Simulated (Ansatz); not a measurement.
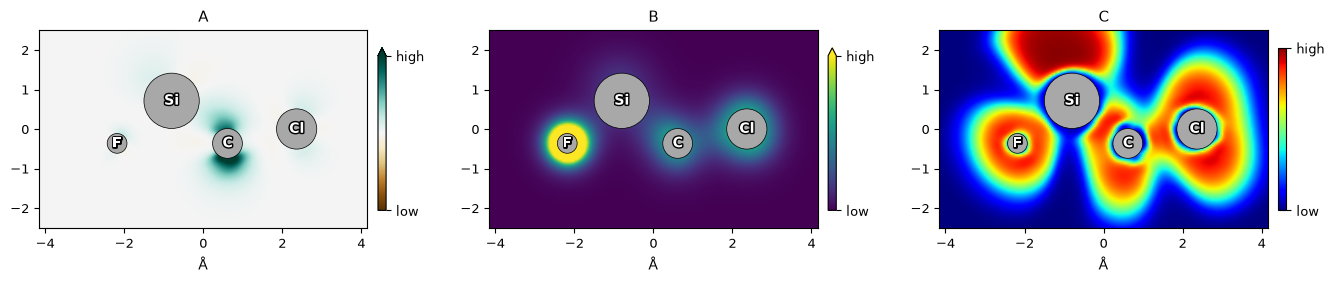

CClFSi (SMILES F/[Si-]=[C]\Cl) (charge −1, doublet): 3 fields on the molecular plane, with unlabelled colour scales. Grey discs cover the atomic cores.

Geometry: BLYP-D3(BJ)/def2-SVPD.

The calculation used Ansatz 0.2.0, isolated molecule in a Gaussian basis; Kohn-Sham density functional theory, functional PBE0.

```
atom   x (Å)    y (Å)    z (Å)
   C  0.5109  -0.2401  -0.9072
  Cl  0.0609   0.0733  -2.6082
   F  1.0959  -1.2769   1.6192
  Si  0.5593  -1.7541   0.0233
```

**Match the panels to the quantities (electron density, electron localisation function and spin density).**

Panel A: spin density (confined to the atoms that carry the unpaired spin). Panel B: electron density. Panel C: electron localisation function. From the grid: Si–F (1.75 Å): ρ is about 0.83 e/Å³ halfway; the ELF peaks at about 0.80 in the valence shell of F, 0.5 Å from its nucleus, and is about 0.55 at the midpoint. C–Si (1.78 Å): the density is about 0.97 e/Å³ at the midpoint; the ELF peaks at about 0.90 between the atoms (localised, covalent bonding).
